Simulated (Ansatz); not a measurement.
Geometry relaxation of CH₃OSi (charge −1)

The run: geometry relaxation of CH₃OSi, charge −1. Method and program: RKS LDA/def2-TZVP (Ansatz 0.2.0).

It belongs to a series of runs on one base structure; here: end point B relaxed.

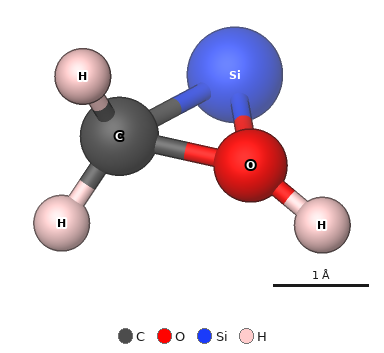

Fig. 1: The structure as given in the input (ball-and-stick view, seen at a tilt). Bond lengths as drawn: C–H 1.10 Å, C–O 1.43 Å, C–Si 1.86 Å, H–O 0.99 Å and O–Si 1.74 Å.

### Results in brief

| quantity | value |
| --- | --- |
| outcome | converged |
| total energy | −10952.5026 eV |
| mean-field energy | −10952.5026 eV |
| largest force (length of the vector) at the end | 0.020 eV/Å |
| hardware | 2 threads of Intel Xeon (Sapphire Rapids), 16 GiB of memory available, shared host |
| wall time | 9.4 s (CPU time 17 s) |
| peak memory | 0.19 GiB |

### Input
```yaml
crystal:
  periodic: [false, false, false]
  atoms:
    - { symbol: C, position_ang: [0.0461, -0.16205, -0.61093] }
    - { symbol: O, position_ang: [-0.95729, -0.55926, 0.32294] }
    - { symbol: Si, position_ang: [-0.35129, 1.00475, 0.78517] }
    - { symbol: H, position_ang: [-0.37825, -0.02999, -1.61936] }
    - { symbol: H, position_ang: [0.87989, -0.88133, -0.63865] }
    - { symbol: H, position_ang: [-1.34822, -1.18142, 0.98641] }
total_charge: -1
basis:
  gaussian: { orbitals: def2-TZVP }
hamiltonian:
  xc: lda
relax:
  f_tol: 0.02
  max_steps: 50
```

Launch command:
```bash
ansatz run input.yaml --threads 2 --pin off --max-ram 3072MiB --backend cpu --events-out ev --progress --plain --runs-dir out
```

### Log
```
The last accepted step is kept in [file] (removed where the run ends without a failure and the disk answers)
Engine: ansatz 0.2.0, x86_64-unknown-linux-gnu
Functional definition: SPW92
  exchange = slater_x
  correlation = pw_c
715 factors; their error is unknown
mean field evaluation 1: about -10947.7576 eV, gradient 3.5e1 eV
mean field evaluation 2: about -10925.3739 eV, gradient 8.9e1 eV
mean field evaluation 4: about -10944.7173 eV, gradient 3.4e1 eV
mean field evaluation 8: about -10947.1604 eV, gradient 2.4e1 eV
mean field evaluation 16: about -10951.3023 eV, gradient 4.8e-3 eV
mean field evaluation 32: about -10950.2210 eV, gradient 3.6e0 eV
mean field -10951.30226769 eV, -402.4529352784 hartree, gradient 1.2e-5 eV, S^2 0.000000; 2 other end points of the search recorded, 0 dependent functions left out
the calculation of the forces begins
reference -10951.30229863 eV, -402.4529364153 hartree; 16, 16 occupied and 101, 101 virtual orbitals, 715 factors
relax step   1: F+E_penalty+E_count = -10951.30226769 eV  Δ(F+E_penalty+E_count) = +0.000e0 eV  max|allowed force component| = 2.975e0 eV/Å  Δτ_max = 0.0000 Å  (120 SCF iters, accepted)
these checks for a lower state are left out or cut short: starts, cluster_reference, orbital_swaps, neighbouring_geometries, increment
715 factors; their error is unknown
mean field -10951.70434868 eV, -402.4677114822 hartree, gradient 2.2e-5 eV, S^2 0.000000; 1 other end points of the search recorded, 0 dependent functions left out
the calculation of the forces begins
reference -10951.70437992 eV, -402.4677126303 hartree; 16, 16 occupied and 101, 101 virtual orbitals, 715 factors
relax step   2: F+E_penalty+E_count = -10951.70434868 eV  Δ(F+E_penalty+E_count) = -4.021e-1 eV  max|allowed force component| = 2.172e0 eV/Å  Δτ_max = 0.0832 Å  (71 SCF iters, accepted)
these checks for a lower state are left out or cut short: starts, cluster_reference, orbital_swaps, neighbouring_geometries, increment
715 factors; their error is unknown
mean field evaluation 64: about -10952.2073 eV, gradient 1.1e0 eV
mean field -10952.23679874 eV, -402.4872786610 hartree, gradient 1.0e-5 eV, S^2 0.000000; 1 other end points of the search recorded, 0 dependent functions left out
the calculation of the forces begins
reference -10952.23682990 eV, -402.4872798060 hartree; 16, 16 occupied and 101, 101 virtual orbitals, 715 factors
relax step   3: F+E_penalty+E_count = -10952.23679874 eV  Δ(F+E_penalty+E_count) = -5.325e-1 eV  max|allowed force component| = 8.648e-1 eV/Å  Δτ_max = 0.2000 Å  (71 SCF iters, accepted)
these checks for a lower state are left out or cut short: starts, cluster_reference, orbital_swaps, neighbouring_geometries, increment
715 factors; their error is unknown
mean field -10952.40835134 eV, -402.4935831026 hartree, gradient 1.8e-5 eV, S^2 0.000000; 0 other end points of the search recorded, 0 dependent functions left out
the calculation of the forces begins
reference -10952.40838262 eV, -402.4935842521 hartree; 16, 16 occupied and 101, 101 virtual orbitals, 715 factors
relax step   4: F+E_penalty+E_count = -10952.40835134 eV  Δ(F+E_penalty+E_count) = -1.716e-1 eV  max|allowed force component| = 9.987e-1 eV/Å  Δτ_max = 0.1959 Å  (36 SCF iters, accepted)
these checks for a lower state are left out or cut short: starts, cluster_reference, orbital_swaps, neighbouring_geometries, increment
715 factors; their error is unknown
mean field -10952.44113804 eV, -402.4947879916 hartree, gradient 2.5e-5 eV, S^2 0.000000; 0 other end points of the search recorded, 0 dependent functions left out
the calculation of the forces begins
reference -10952.44116933 eV, -402.4947891415 hartree; 16, 16 occupied and 101, 101 virtual orbitals, 715 factors
relax step   5: F+E_penalty+E_count = -10952.44113804 eV  Δ(F+E_penalty+E_count) = -3.279e-2 eV  max|allowed force component| = 7.136e-1 eV/Å  Δτ_max = 0.0951 Å  (35 SCF iters, accepted)
these checks for a lower state are left out or cut short: starts, cluster_reference, orbital_swaps, neighbouring_geometries, increment
715 factors; their error is unknown
mean field -10952.46910979 eV, -402.4958159345 hartree, gradient 1.6e-5 eV, S^2 0.000000; 0 other end points of the search recorded, 0 dependent functions left out
the calculation of the forces begins
reference -10952.46914097 eV, -402.4958170804 hartree; 16, 16 occupied and 101, 101 virtual orbitals, 715 factors
relax step   6: F+E_penalty+E_count = -10952.46910979 eV  Δ(F+E_penalty+E_count) = -2.797e-2 eV  max|allowed force component| = 6.300e-1 eV/Å  Δτ_max = 0.0220 Å  (36 SCF iters, accepted)
these checks for a lower state are left out or cut short: starts, cluster_reference, orbital_swaps, neighbouring_geometries, increment
715 factors; their error is unknown
mean field -10952.49906094 eV, -402.4969166192 hartree, gradient 1.2e-5 eV, S^2 0.000000; 0 other end points of the search recorded, 0 dependent functions left out
the calculation of the forces begins
reference -10952.49909142 eV, -402.4969177393 hartree; 16, 16 occupied and 101, 101 virtual orbitals, 715 factors
relax step   7: F+E_penalty+E_count = -10952.49906094 eV  Δ(F+E_penalty+E_count) = -2.995e-2 eV  max|allowed force component| = 1.890e-1 eV/Å  Δτ_max = 0.0632 Å  (42 SCF iters, accepted)
these checks for a lower state are left out or cut short: starts, cluster_reference, orbital_swaps, neighbouring_geometries, increment
715 factors; their error is unknown
mean field evaluation 96: about -10952.4860 eV, gradient 2.6e0 eV
mean field -10952.48542470 eV, -402.4964154966 hartree, gradient 1.3e-5 eV, S^2 0.000000; 0 other end points of the search recorded, 0 dependent functions left out
the calculation of the forces begins
reference -10952.48545520 eV, -402.4964166175 hartree; 16, 16 occupied and 101, 101 virtual orbitals, 715 factors
relax step   8: F+E_penalty+E_count = -10952.48542470 eV  Δ(F+E_penalty+E_count) = +1.364e-2 eV  max|allowed force component| = 4.308e-1 eV/Å  Δτ_max = 0.0514 Å  (35 SCF iters, rejected (line search))
these checks for a lower state are left out or cut short: starts, cluster_reference, orbital_swaps, neighbouring_geometries, increment
715 factors; their error is unknown
mean field -10952.50232127 eV, -402.4970364339 hartree, gradient 1.4e-5 eV, S^2 0.000000; 0 other end points of the search recorded, 0 dependent functions left out
the calculation of the forces begins
reference -10952.50235163 eV, -402.4970375498 hartree; 16, 16 occupied and 101, 101 virtual orbitals, 715 factors
relax step   9: F+E_penalty+E_count = -10952.50232127 eV  Δ(F+E_penalty+E_count) = -3.260e-3 eV  max|allowed force component| = 6.084e-2 eV/Å  Δτ_max = 0.0109 Å  (36 SCF iters, accepted)
these checks for a lower state are left out or cut short: starts, cluster_reference, orbital_swaps, neighbouring_geometries, increment
715 factors; their error is unknown
mean field -10952.50256550 eV, -402.4970454093 hartree, gradient 2.0e-5 eV, S^2 0.000000; 0 other end points of the search recorded, 0 dependent functions left out
the calculation of the forces begins
reference -10952.50259582 eV, -402.4970465235 hartree; 16, 16 occupied and 101, 101 virtual orbitals, 715 factors
relax step  10: F+E_penalty+E_count = -10952.50256550 eV  Δ(F+E_penalty+E_count) = -2.442e-4 eV  max|allowed force component| = 2.392e-2 eV/Å  Δτ_max = 0.0035 Å  (37 SCF iters, accepted)
these checks for a lower state are left out or cut short: starts, cluster_reference, orbital_swaps, neighbouring_geometries, increment
715 factors; their error is unknown
mean field -10952.50256775 eV, -402.4970454919 hartree, gradient 1.8e-5 eV, S^2 0.000000; 0 other end points of the search recorded, 0 dependent functions left out
the calculation of the forces begins
reference -10952.50259806 eV, -402.4970466057 hartree; 16, 16 occupied and 101, 101 virtual orbitals, 715 factors
relax step  11: F+E_penalty+E_count = -10952.50256775 eV  Δ(F+E_penalty+E_count) = -2.247e-6 eV  max|allowed force component| = 1.779e-2 eV/Å  Δτ_max = 0.0027 Å  (37 SCF iters, accepted)
715 factors; their error is unknown
mean field evaluation 128: about -10952.5026 eV, gradient 5.6e-3 eV
mean field evaluation 160: about -10949.2114 eV, gradient 2.6e1 eV
```

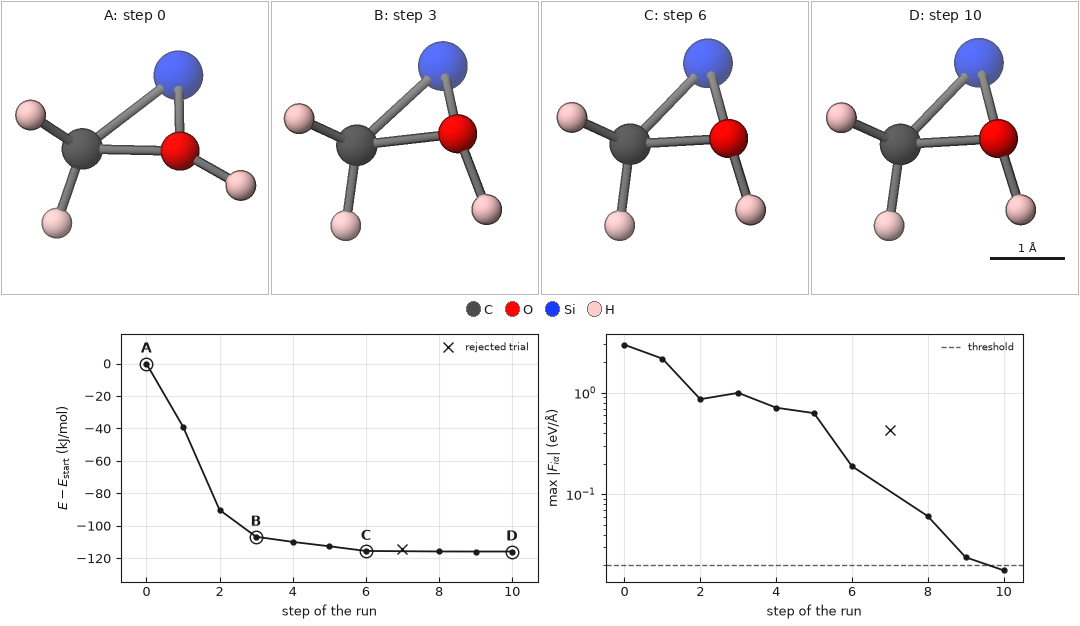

Fig. 2: Frames of the relaxation (ball-and-stick view, seen at a tilt) above the curves, on which the letters mark them (the first geometry is step 0 here and step 1 in the log).

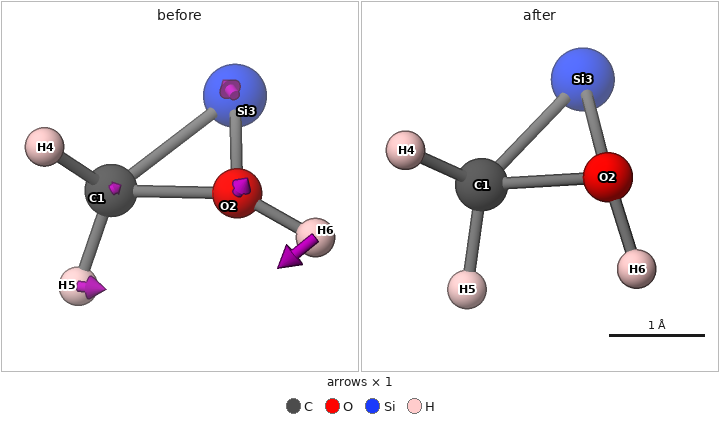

Fig. 3: Before (left) and after (right) the relaxation, at one scale (ball-and-stick view, seen at a tilt). The pink arrows give the displacements, at true length. The largest move after the best rigid fit is that of H6, 0.53 Å. Largest moves by element: H 0.53 Å, Si 0.31 Å, O 0.25 Å, C 0.13 Å. Among the contacts that change: O2–Si3 1.740 → 2.075 Å, C1–O2 1.427 → 1.482 Å, C1–Si3 1.862 → 1.908 Å, O2–H6 0.990 → 1.017 Å. Among the angles that change: C1–O2–H6 153.0° → 104.8°, O2–C1–Si3 62.2° → 74.3°, C1–O2–Si3 71.3° → 62.3°. After 10 geometry steps the energy has fallen by 115.8 kJ/mol. The largest force component goes from 3 to 0.018 eV/Å. The line search rejected the trial step at point 7 (counted from 0) and went back. (Atoms are counted from 1 in the order of the input.)

```
mean field -10952.50256775 eV, -402.4970454919 hartree, gradient 1.7e-5 eV, S^2 0.000000; 2 other end points of the search recorded, 0 dependent functions left out
the calculation of the forces begins
reference -10952.50259806 eV, -402.4970466057 hartree; 16, 16 occupied and 101, 101 virtual orbitals, 715 factors
Total energy: -10952.50259806 eV, -402.4970466057 hartree
Atom 0 at    -0.049319    -0.133035    -0.533042 Å, force    -0.010919    -0.002958    -0.002660 eV/Å
Atom 1 at    -1.202939    -0.483817     0.328557 Å, force     0.017793    -0.006416    -0.007092 eV/Å
Atom 2 at    -0.184177     1.274484     0.748688 Å, force    -0.000775     0.007548     0.002359 eV/Å
Atom 3 at    -0.344197    -0.053275    -1.594987 Å, force    -0.001489    -0.003727     0.015860 eV/Å
Atom 4 at     0.651167    -1.009778    -0.422785 Å, force     0.002288    -0.001843    -0.002081 eV/Å
Atom 5 at    -0.979594    -1.403879     0.699150 Å, force    -0.006898     0.007396    -0.006386 eV/Å
Dipole moment:    -0.069415    -0.789911    -0.393030 e Å
```

### Trajectory as extended XYZ (Å, eV, eV/Å), 11 frames, from step=1 to step=11
```
6
Properties=species:S:1:pos:R:3:forces:R:3 step=1 energy=-10951.30227
C     0.0461   -0.1620   -0.6109    1.3100  -0.4018  -1.8368
O    -0.9573   -0.5593    0.3229   -2.2122  -0.0463  -0.1380
Si   -0.3513    1.0048    0.7852    0.8869   2.9746   1.2027
H    -0.3782   -0.0300   -1.6194    0.0623  -0.0784  -0.2004
H     0.8799   -0.8813   -0.6387   -0.0104  -0.1547   0.2969
H    -1.3482   -1.1814    0.9864   -0.0366  -2.2935   0.6755
6
Properties=species:S:1:pos:R:3:forces:R:3 step=2 energy=-10951.70435
C     0.0395   -0.1441   -0.6222    0.9463  -0.3851  -0.9609
O    -0.9917   -0.5309    0.3252   -2.1722   0.2671   0.3350
Si   -0.3243    1.0593    0.7936    0.6578   1.7081   0.5141
H    -0.3629   -0.0343   -1.6461    0.0699  -0.0492  -0.0612
H     0.8434   -0.9029   -0.6027   -0.0150  -0.0589   0.1691
H    -1.3131   -1.2564    0.9778    0.5132  -1.4819   0.0040
6
Properties=species:S:1:pos:R:3:forces:R:3 step=3 energy=-10952.23680
C     0.0072   -0.1393   -0.6062    0.0727  -0.1026   0.0451
O    -1.1130   -0.4427    0.3194   -0.8016  -0.4622   0.3582
Si   -0.2568    1.1295    0.8057    0.3622   0.8648   0.0222
H    -0.3619   -0.0774   -1.6437    0.0796   0.0856  -0.0494
H     0.7879   -0.9251   -0.5242   -0.2273  -0.2302   0.1913
H    -1.1726   -1.3543    0.8745    0.5143  -0.1553  -0.5673
6
Properties=species:S:1:pos:R:3:forces:R:3 step=4 energy=-10952.40835
C    -0.0246   -0.1380   -0.5757   -0.2087   0.3589   0.3371
O    -1.1803   -0.4013    0.3375    0.3871  -0.9987   0.2355
Si   -0.2254    1.2124    0.7857    0.0961   0.0036  -0.3336
H    -0.3460   -0.0733   -1.6307    0.0272   0.0581   0.0870
H     0.6955   -0.9872   -0.4520   -0.2182  -0.1349   0.1294
H    -1.0282   -1.4219    0.7607   -0.0835   0.7130  -0.4553
6
Properties=species:S:1:pos:R:3:forces:R:3 step=5 energy=-10952.44114
C    -0.0181   -0.1149   -0.5647   -0.1748  -0.0167   0.3377
O    -1.1511   -0.4175    0.3490   -0.3110  -0.6329   0.2354
Si   -0.2285    1.2488    0.7569    0.1456  -0.0937  -0.1559
H    -0.3456   -0.0570   -1.6158    0.0585   0.0324  -0.0231
H     0.6203   -1.0273   -0.4097    0.2687  -0.0026  -0.1558
H    -0.9861   -1.4415    0.7100    0.0129   0.7136  -0.2383
6
Properties=species:S:1:pos:R:3:forces:R:3 step=6 energy=-10952.46911
C    -0.0316   -0.1242   -0.5538   -0.0044  -0.0341   0.1453
O    -1.1696   -0.4287    0.3524   -0.0963  -0.6300   0.0977
Si   -0.2209    1.2463    0.7455    0.1122   0.0694   0.0070
H    -0.3391   -0.0471   -1.6098   -0.0103  -0.0233  -0.0082
H     0.6367   -1.0249   -0.4186    0.0386   0.0479  -0.0593
H    -0.9845   -1.4308    0.7100   -0.0398   0.5702  -0.1825
6
Properties=species:S:1:pos:R:3:forces:R:3 step=7 energy=-10952.49906
C    -0.0435   -0.1263   -0.5337   -0.1494  -0.1890  -0.0750
O    -1.1996   -0.4808    0.3330    0.0430   0.0324  -0.0239
Si   -0.1810    1.2667    0.7381   -0.0201   0.1827   0.1651
H    -0.3529   -0.0529   -1.5918    0.0814  -0.0149  -0.0060
H     0.6534   -1.0044   -0.4120    0.0141  -0.0256  -0.0599
H    -0.9855   -1.4116    0.6922    0.0310   0.0145  -0.0002
6
Properties=species:S:1:pos:R:3:forces:R:3 step=8 energy=-10952.48543 accepted=F
C    -0.0732   -0.1421   -0.5395    0.4308   0.1935   0.3495
O    -1.2086   -0.4838    0.3483    0.0204  -0.0762  -0.2176
Si   -0.1887    1.2691    0.7412    0.0119  -0.0217  -0.0261
H    -0.3062   -0.0363   -1.6052   -0.3804  -0.0483  -0.1850
H     0.6382   -1.0093   -0.4341   -0.0311  -0.0503   0.0924
H    -0.9706   -1.4070    0.7149   -0.0516   0.0031  -0.0132
6
Properties=species:S:1:pos:R:3:forces:R:3 step=9 energy=-10952.50232
C    -0.0501   -0.1316   -0.5336   -0.0142  -0.0370   0.0214
O    -1.2028   -0.4829    0.3329    0.0354   0.0188  -0.0608
Si   -0.1830    1.2735    0.7463   -0.0023   0.0351   0.0284
H    -0.3438   -0.0539   -1.5955   -0.0146  -0.0045   0.0054
H     0.6512   -1.0079   -0.4205   -0.0081  -0.0007  -0.0077
H    -0.9806   -1.4065    0.6959    0.0038  -0.0117   0.0133
6
Properties=species:S:1:pos:R:3:forces:R:3 step=10 energy=-10952.50257
C    -0.0499   -0.1325   -0.5328   -0.0022  -0.0110   0.0133
O    -1.2030   -0.4833    0.3295    0.0239  -0.0116  -0.0113
Si   -0.1831    1.2755    0.7486   -0.0024   0.0037  -0.0005
H    -0.3448   -0.0550   -1.5944   -0.0062   0.0036   0.0013
H     0.6517   -1.0088   -0.4220   -0.0048   0.0031  -0.0013
H    -0.9800   -1.4051    0.6968   -0.0084   0.0122  -0.0014
6
Properties=species:S:1:pos:R:3:forces:R:3 step=11 energy=-10952.50257
C    -0.0493   -0.1330   -0.5330   -0.0109  -0.0030  -0.0027
O    -1.2029   -0.4838    0.3286    0.0178  -0.0064  -0.0071
Si   -0.1842    1.2745    0.7487   -0.0008   0.0075   0.0024
H    -0.3442   -0.0533   -1.5950   -0.0015  -0.0037   0.0159
H     0.6512   -1.0098   -0.4228    0.0023  -0.0018  -0.0021
H    -0.9796   -1.4039    0.6992   -0.0069   0.0074  -0.0064
```
